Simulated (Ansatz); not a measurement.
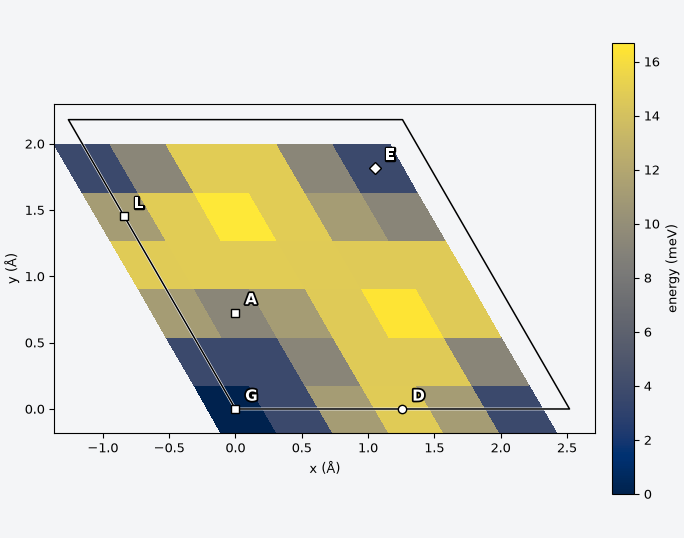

N₂ on a Cu(111) slab cut from the Fm-3m phase, its upper half relaxed before the scan (12 atoms of substrate and one adsorbate in a 2 × 2 cell). N2 is moved over the surface cell at a fixed height above a rigid substrate; the origin of the map has the adsorbate above Cu9; the height is held at 3.00 Å. Places are given modulo a cell vector. The map is drawn in real space over the plane of the surface. The scan uses a 6 × 6 grid; 10 points were computed and 26 follow by symmetry. Places are given in fractions of the 1 × 1 surface cell. Energies: meV, counted from the lowest grid point. At a fixed height the lowest place need not be the adsorption site. All numbers below come from DFT PBE+D3(BJ), scalar-relativistic, plane waves, PAW (Ansatz). Settings: cutoff 420 eV, k-mesh 6×6×1, gaussian smearing 0.1 eV, no spin polarisation.

The picture shows one coloured cell a grid point, the outline of one cell of the plane, lettered points.

> Is A the lowest point of the computed grid?

No. A lies 9.3 meV above the lowest grid point, which is at the top site over a surface Cu atom, (0/6, 0/6) of the cell vectors.

> What kind of point is each of A, D, G, L: minimum, saddle, maximum or slope?

A: on a slope; D: saddle point; G: minimum; L: on a slope. (In these two coordinates alone; a stationary point may lie a little off the grid point.)
